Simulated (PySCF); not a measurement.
# MoOF₂: singlet, from a PBE0 minimum start

Aim: relax MoOF₂ as a singlet from a PBE0 minimum start, check by its vibrations whether the end is a minimum, and collect its spectrum and constants.

The runs use PySCF 2.14.0; PBE0, basis Mo def2-SVP with ECP28, O def2-SVP, F def2-SVP, scalar-relativistic core potentials, no spin–orbit coupling, density fitting.

## (1) The starting structure

4 atoms, charge 0, spin multiplicity 1.

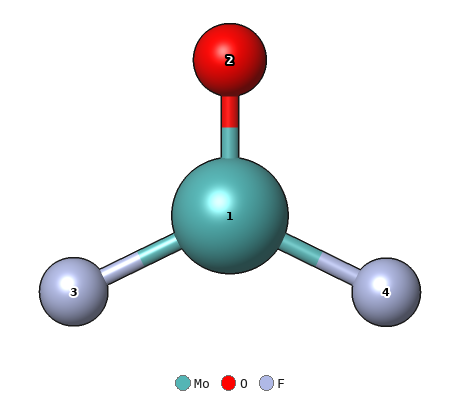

Start geometry, drawn with molybdenum teal, oxygen red, fluorine light blue; atoms are numbered from 1 in the order of the file.

Z-matrix (Å, degrees; charge 0 multiplicity 1):
```
Mo
O  1 1.6431
F  1 1.8332 2 116.14
F  1 1.8332 2 116.14 3 180.00
```

## (2) First SCF at the start

The steps below are one call of a driver around PySCF. For each, scf.py gives the equivalent set-up of the SCF; relaxations use the driver's own optimiser. After this first run the driver tries any further starts and a stability analysis.

scf.py reads:

```python
from pyscf import gto, scf, dft
mol = gto.M(atom='''
Mo    -0.014457    -0.025039     0.000000
O     -0.836003    -1.447961     0.000000
F      1.814538    -0.148557     0.000000
F     -1.035889     1.497181    -0.000000''',
    basis={'Mo': 'def2-SVP', 'O': 'def2-SVP', 'F': 'def2-SVP'},
    ecp={'Mo': 'def2-SVP'},
    charge=0, spin=0)
mf = dft.RKS(mol, xc='PBE0')
mf.grids.atom_grid = (50, 194)
aux = {'Mo': 'def2-universal-JKFIT', 'O': 'def2-universal-JKFIT', 'F': 'def2-universal-JKFIT'}
mf = mf.density_fit(auxbasis=aux)
mf.conv_tol = 1e-08
mf.diis_space = 10
mf.max_cycle = 60
mf.init_guess = 'minao'
mf.verbose = 4
mf.kernel()
```

On the command line:

```
$ OMP_NUM_THREADS=2 python axn.py task.json out
```

What it wrote:

```text
init E= -335.076520433493
  HOMO = -0.392838009373621  LUMO = -0.390068783108872  gap/eV = 0.07535
cycle= 1 E= -342.363205511636  delta_E= -7.29  |g|= 1.25  |ddm|= 3.08
  HOMO = -0.208437364249791  LUMO = -0.189473893253344  gap/eV = 0.51602
cycle= 2 E= -339.27896792061  delta_E= 3.08  |g|= 4.03  |ddm|= 2.93
  HOMO = -0.129566313656737  LUMO = -0.11189686572531  gap/eV = 0.48081
cycle= 3 E= -342.547038722809  delta_E= -3.27  |g|= 0.689  |ddm|= 2.61
  HOMO = -0.19491946377741  LUMO = -0.142111783366726  gap/eV = 1.43697
cycle= 4 E= -342.622522466009  delta_E= -0.0755  |g|= 0.328  |ddm|= 0.627
  HOMO = -0.214765538499389  LUMO = -0.159703016054653  gap/eV = 1.49833
cycle= 5 E= -342.641130302611  delta_E= -0.0186  |g|= 0.0751  |ddm|= 0.232
  HOMO = -0.201577864049835  LUMO = -0.147523315654787  gap/eV = 1.47090
cycle= 6 E= -342.642414709819  delta_E= -0.00128  |g|= 0.0195  |ddm|= 0.07
  HOMO = -0.201150497692026  LUMO = -0.147180807381478  gap/eV = 1.46859
cycle= 7 E= -342.642491244715  delta_E= -7.65e-05  |g|= 0.00315  |ddm|= 0.0114
  HOMO = -0.201104579426797  LUMO = -0.14715870994992  gap/eV = 1.46794
cycle= 8 E= -342.642493233104  delta_E= -1.99e-06  |g|= 0.000315  |ddm|= 0.00216
  HOMO = -0.201136931477883  LUMO = -0.147181488622397  gap/eV = 1.46820
cycle= 9 E= -342.642493262254  delta_E= -2.91e-08  |g|= 0.000113  |ddm|= 0.000396
  HOMO = -0.201140693741021  LUMO = -0.147183633388401  gap/eV = 1.46825
cycle= 10 E= -342.642493264304  delta_E= -2.05e-09  |g|= 9.11e-05  |ddm|= 0.000145
  HOMO = -0.201144498215125  LUMO = -0.147186067664432  gap/eV = 1.46828
Extra cycle  E= -342.642493260588  delta_E= 3.72e-09  |g|= 0.000177  |ddm|= 0.00018
converged SCF energy = -342.642493260588
```

This step, with its further starts and checks, took 5.7 s on 2 threads of AMD EPYC 7R43 (Zen 3), shared host.

This is not the lowest solution: one lies 138.5 kJ/mol lower, at -342.69526 Eh, and the relaxation starts from that.

## (3) Relaxation: PBE0 minimum start, singlet

The program finds C2v symmetry in the start, which this walk keeps. The walk stops when the largest gradient is under 0.0003 Eh/bohr and the energy has settled too.

Edit scf.py of step 2 so:

```diff
@@ -3,4 +3,4 @@
-Mo    -0.014457    -0.025039     0.000000
-O     -0.836003    -1.447961     0.000000
-F      1.814538    -0.148557     0.000000
-F     -1.035889     1.497181    -0.000000''',
+Mo    -0.014496    -0.025106     0.000000
+O     -0.836042    -1.448028     0.000000
+F      1.814499    -0.148624     0.000000
+F     -1.035928     1.497114     0.000000''',
@@ -17 +16,0 @@
-mf.init_guess = 'minao'
```

The optimiser's trace:

| step | energy (Eh) | change (kJ/mol) | largest symmetric gradient (Eh/bohr) |
| --- | --- | --- | --- |
| 0 | -342.695256 | 0.00 | 0.00018 |

The walk took 1.6 s.

Geometry (Å) and forces (eV/Å) at some steps:

```
step 0
Mo  -0.015  -0.025   0.000   0.006   0.009   0.000
O   -0.836  -1.448   0.000  -0.010   0.002   0.000
F    1.815  -0.149   0.000  -0.001   0.007   0.000
F   -1.036   1.497   0.000   0.005  -0.017   0.000
```

End point (C2v, 0 steps, 0.0 kJ/mol gained): Mo–F 1.833 Å (×2), Mo–O 1.643 Å; F–Mo–F 127.7°, F–Mo–O 116.1° (×2).

## (4) Frequencies

On the finer grid the gradient is checked again; gradients at displacements of ±0.02 bohr then give force constants and infrared intensities.

Edit scf.py of step 3 so:

```diff
@@ -3,4 +3,4 @@
-Mo    -0.014496    -0.025106     0.000000
-O     -0.836042    -1.448028     0.000000
-F      1.814499    -0.148624     0.000000
-F     -1.035928     1.497114     0.000000''',
+Mo    -0.014397    -0.024936     0.000000
+O     -0.835940    -1.447852     0.000000
+F      1.814547    -0.148884     0.000000
+F     -1.036176     1.497026     0.000000''',
@@ -11 +11 @@
-mf.grids.atom_grid = (50, 194)
+mf.grids.atom_grid = (75, 302)
@@ -14 +14 @@
-mf.conv_tol = 1e-08
+mf.conv_tol = 1e-10
```

This SCF starts from the last density.

Log of the central SCF (cycles and frontier levels):

```text
init E= -342.695263415033
  HOMO = -0.253257961953324  LUMO = -0.142278811454016  gap/eV = 3.01990
cycle= 1 E= -342.695263415034  delta_E= -1.25e-12  |g|= 1.45e-06  |ddm|= 1.8e-06
  HOMO = -0.253257577007123  LUMO = -0.14227839160101  gap/eV = 3.01990
Extra cycle  E= -342.695263415031  delta_E= 2.84e-12  |g|= 4.28e-06  |ddm|= 3.97e-06
converged SCF energy = -342.695263415031
```

The whole step took 33 s.

Geometry: C2v; Mo–F 1.833 Å (×2), Mo–O 1.643 Å; F–Mo–F 127.8°, F–Mo–O 116.1° (×2).

Modes, for the most abundant isotopes:

| symmetry | ω (cm⁻¹) | IR (km/mol) | μ (u) | type |
| --- | --- | --- | --- | --- |
| b1 | 68 | 10.0 | 25.04 | bend |
| a1 | 171 | 8.9 | 21.60 | bend |
| b2 | 247 | 7.3 | 18.24 | bend |
| a1 | 685 | 57.4 | 19.94 | stretch |
| b2 | 751 | 155 | 24.02 | stretch |
| a1 | 1108 | 160 | 18.10 | stretch |

All wavenumbers are real: a minimum.

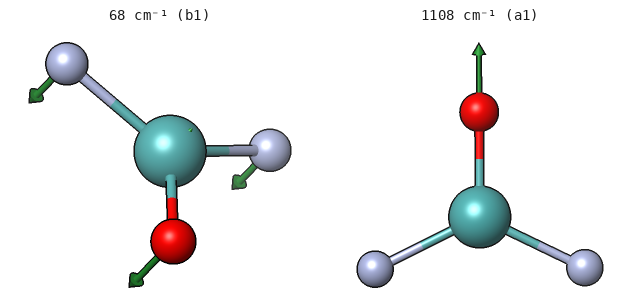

Displacements of 2 of the modes, as arrows (one member where a mode is degenerate).

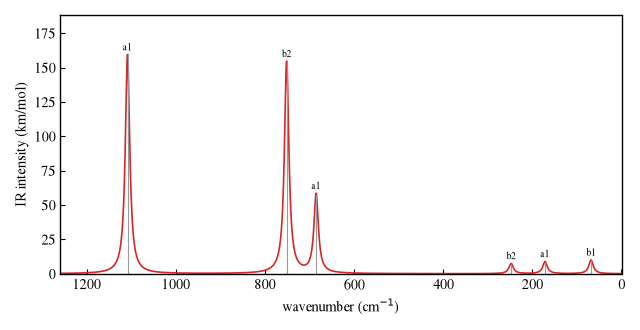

The harmonic infrared spectrum (widths in cm⁻¹). Lines are broadened to a width of 12 cm⁻¹ (Lorentzian).

Properties at this point:

* Dipole moment: 0.75 D
* Highest occupied level: -6.89 eV
* Lowest empty level: -3.87 eV
* Rotational constants: 0.2486, 0.1638, 0.09873 cm⁻¹
* Zero-point energy: 18.1 kJ/mol
* Principal polarisabilities: 30.3, 36.3, 37.7 bohr³
* Atomisation energy without zero-point energy: 1549 kJ/mol
* Principal traceless quadrupole moments about the centre of mass: -2.86, -0.62, 3.48 D Å
* Entropy at 298.15 K and 1 bar: 310.1 J/(mol K)
* Heat capacity Cp at 298.15 K: 64.6 J/(mol K)
* Enthalpy at 298.15 K above 0 K: 15.51 kJ/mol
* Rotational symmetry number: 2

Charges (e) and bond orders:

```csv
atom,Mulliken,Löwdin,polar tensor,Mayer order to Mo1
Mo1,1.01,0.32,1.77,–
O2,-0.31,-0.06,-0.67,2.31
"F3,4",-0.35,-0.13,-0.55,1.06
```

Mulliken populations on Mo1 (outside its core potential): s 2.62, p 6.32, d 3.96, f 0.09.

## (5) Stability of the closed shell

At the lowest minimum the closed shell is tested against spin polarisation, on the (50, 194) grid. It is stable.

## (6) Summary of results

| quantity | value |
| --- | --- |
| minimum | singlet, C2v |
| geometry | Mo–F 1.833 Å (×2), Mo–O 1.643 Å; F–Mo–F 127.8°, F–Mo–O 116.1° (×2) |
| wavenumbers (cm⁻¹) | 68 (b1), 171 (a1), 247 (b2), 685 (a1), 751 (b2), 1108 (a1) |
| dipole moment | 0.75 D |
| highest occupied, lowest empty level | -6.89, -3.87 eV |
| polar-tensor charge of Mo1 | +1.77 e |
| zero-point energy | 18.1 kJ/mol |
| entropy at 298.15 K | 310.1 J/(mol K) |
| atomisation energy (no zero-point energy) | 1549 kJ/mol |

The molecule stays C2v, as typed, and the end point is a minimum. The strongest infrared band lies at 1108 cm⁻¹ (a1, stretch). The first SCF alone would have been 139 kJ/mol too high. Only this shape and spin were tried, so other structures or states may lie lower.

The search up to here took 43 s on 2 threads of AMD EPYC 7R43 (Zen 3), shared host.
